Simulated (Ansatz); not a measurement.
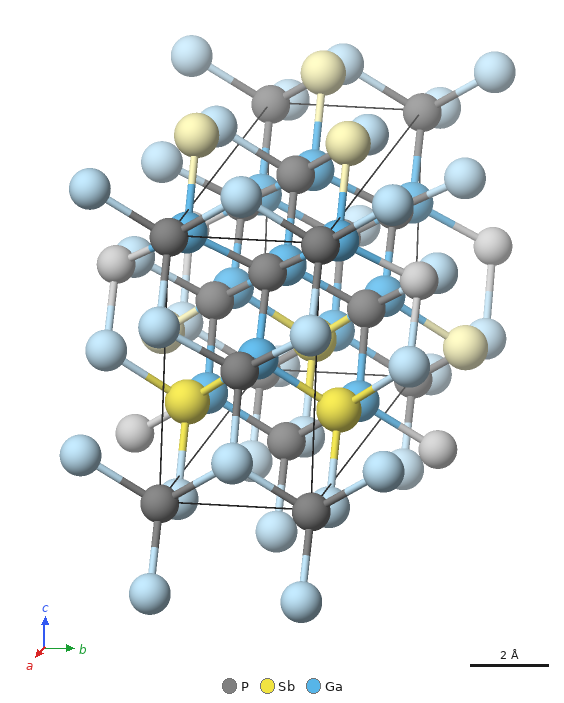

We look at a ball-and-stick model of the crystal slightly off an axis. The wireframe shows the conventional unit cell. Atoms just outside the outline that bond to atoms inside are added, in fainter colours.

Ga4SbP3, space group Cm (No. 8), a = 13.173 Å, b = 3.974 Å, c = 6.888 Å, α = 90.00°, β = 100.02°, γ = 90.00°. The initial geometry was a structure type filled with these elements by a generator (whether the compound takes this form wasn't checked). Earlier steps of the study, as a rule a relaxation of our own, may have changed the cell and positions, so they can lie some per cent off the listed ones. It was run through Ansatz as a DFT input.

This one geometry was computed with Ansatz (DFT, plane waves, PAW) at five levels of theory: HSE06, r2SCAN, PBE, PBE0 and PBE with spin-orbit coupling. It was relaxed beforehand with r2SCAN.

### Which level gives the highest pressure at this volume, and what does that say about its equilibrium volume?

Highest: PBE (2.3 GPa) and PBE with spin-orbit coupling (2.3 GPa), which points to the largest equilibrium volume. Lowest, with the smallest volume: HSE06 (0.4 GPa), r2SCAN (0.0 GPa) and PBE0 (0.2 GPa). Levels within 0.5 GPa of each other can't be told apart.

### How does the band gap change with the level of theory?

PBE with spin-orbit coupling: a gap of 0.27 eV, direct; PBE: a gap of 0.32 eV, direct; r2SCAN: a gap of 0.69 eV, direct; HSE06: a gap of 1.10 eV, direct; PBE0: a gap of 1.75 eV, direct.

### Collect the results in a table.

| level | cutoff (eV) | k-mesh of the run's cell | gap (eV) | pressure (GPa) |
| --- | --- | --- | --- | --- |
| HSE06 | 420 | 4×4×2 | 1.10 | 0.4 |
| r2SCAN | 500 | 6×6×4 | 0.69 | 0.0 |
| PBE | 420 | 6×6×4 | 0.32 | 2.3 |
| PBE0 | 420 | 4×4×2 | 1.75 | 0.2 |
| PBE with spin-orbit coupling | 420 | 6×6×4 | 0.27 | 2.3 |

Gaps are taken on the k-mesh or band path of each run.
